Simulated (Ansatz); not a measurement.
## Electronic structure of C₂H₅BO₂ in real space

```xyz
10

B    -1.0688    0.1556    0.4980
C    -0.1984   -1.0957    0.1161
O     1.0819   -0.5000   -0.1213
C     0.8942    0.8552   -0.3760
O    -0.3406    1.2553    0.2104
H    -2.1689    0.2503    0.9445
H    -0.0883   -1.8527    0.8965
H    -0.5700   -1.6096   -0.7849
H     1.7113    1.4244    0.0732
H     0.8309    1.0660   -1.4534
```

Geometry: PBE0-D4/def2-TZVP.

Level of theory: Ansatz, RKS PBE0-D4/def2-TZVPP.

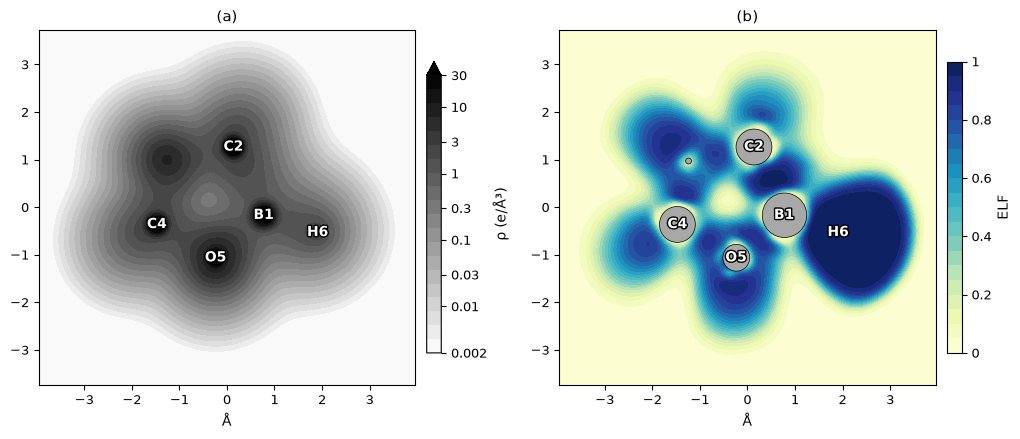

Figure 1. (a) electron density; (b) electron localisation function on the plane of atoms C2, B1 and O5. Grey discs cover the atomic cores in the ELF map.

Question: Interpret the plot.

Answer:
- The section cuts through B, C, O and H sites.
- B–O (1.35 Å): the density is about 2.2 e/Å³ at the midpoint; the ELF peaks at about 0.90 between the atoms, as expected for a short, strongly polar bond.
- C–B (1.57 Å): ρ is about 1.5 e/Å³ halfway; the ELF peaks at about 1 between the atoms (localised, covalent bonding).
- C–O (1.42 Å): the density is about 2 e/Å³ at the midpoint, with its minimum of 1.8 e/Å³ about 0.5 Å from C; the ELF peaks at about 0.90 between the atoms; a shared but strongly polarised pair.
- B–H (1.19 Å): ρ is about 1.3 e/Å³ halfway; the ELF climbs to about 1 towards the hydrogen, as it does in any bond to H; an ordinary covalent bond to hydrogen.
- The ELF also peaks beside O5 and O3, away from the bonds: lone-pair regions.

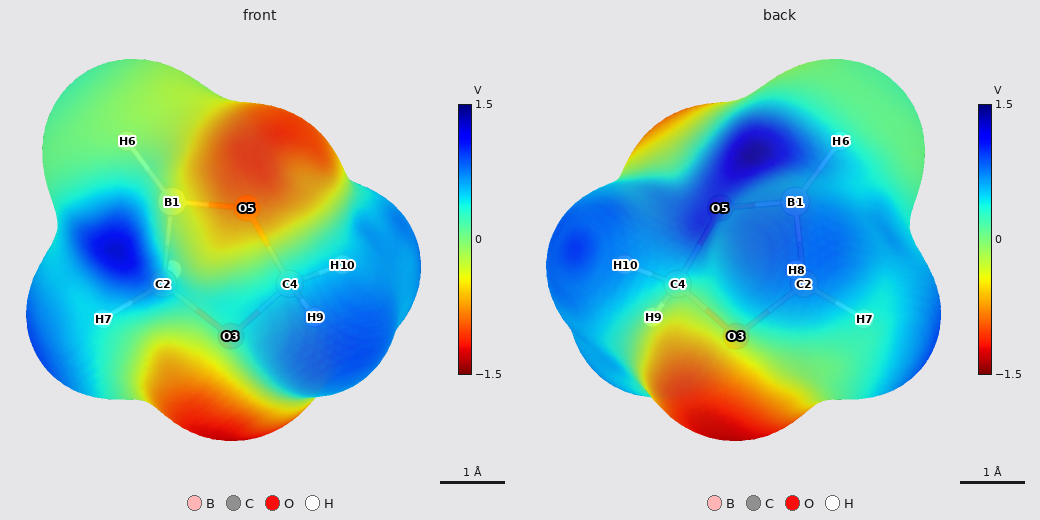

Figure 2. The molecular electrostatic potential painted on the density surface at 0.002 e/bohr³, seen from the front and from behind; the colour scale runs from red (negative) to blue (positive).

Question: Which sites attract a positive test charge, and which a negative one?

Answer: A positive charge is drawn to the negative regions and a negative charge to the positive ones. The most negative region (about −1.3 V, or −30 kcal/mol for a unit charge) lies over O3, the most positive (about +1.3 V, or +30 kcal/mol for a unit charge) over B1. O3 is the likeliest acceptor of a hydrogen bond.

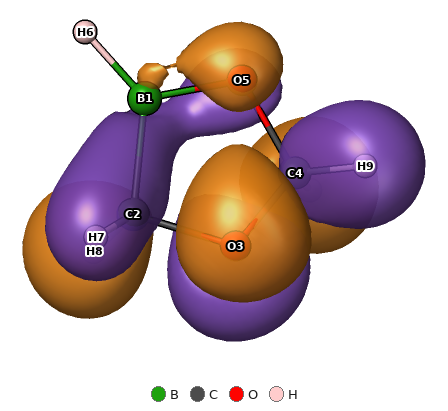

Figure 3. The HOMO at ±0.08 Å⁻³ᐟ² (orange and purple are the two phases), seen at a tilt.

Question: Describe this orbital and give its energy.

Answer: Its weight (Hirshfeld) is mainly on O3 (about 50 %), C4 (about 10 %), C2 (about 10 %), H10 (about 10 %) and H8 (about 5 %). Its energy is −7.63 eV.
